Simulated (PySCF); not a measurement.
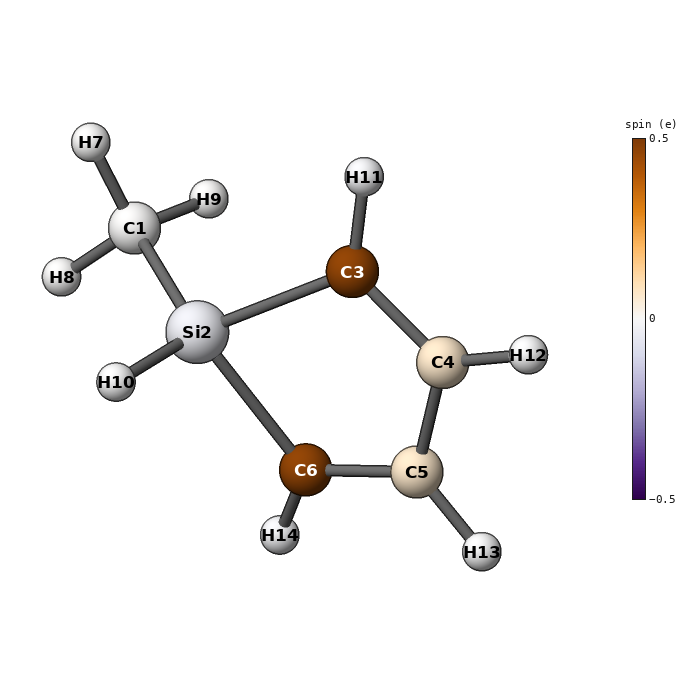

Atoms are coloured by their Mulliken spin populations. Charge +1, doublet. Computed geometry: GFN2-xTB optimisation. No frequency run is at hand to confirm it as a minimum. Level of theory: UKS B3LYP, pcH-1 on C H Si, non-relativistic (PySCF 2.14.0).

Give the Mulliken spin populations atom by atom.

| atom | value (e) |
| --- | --- |
| C1 | 0.00 |
| Si2 | −0.03 |
| C3 | 0.46 |
| C4 | 0.07 |
| C5 | 0.07 |
| C6 | 0.46 |
| H7 | 0.00 |
| H8 | 0.00 |
| H9 | 0.00 |
| H10 | 0.00 |
| H11 | −0.02 |
| H12 | 0.00 |
| H13 | 0.00 |
| H14 | −0.02 |

Mulliken values depend strongly on the basis set. The geometry is semi-empirical. Around Si such bond lengths and angles can be off by a tenth of an ångström or more and by several degrees, and values that hang on the shape move with them.
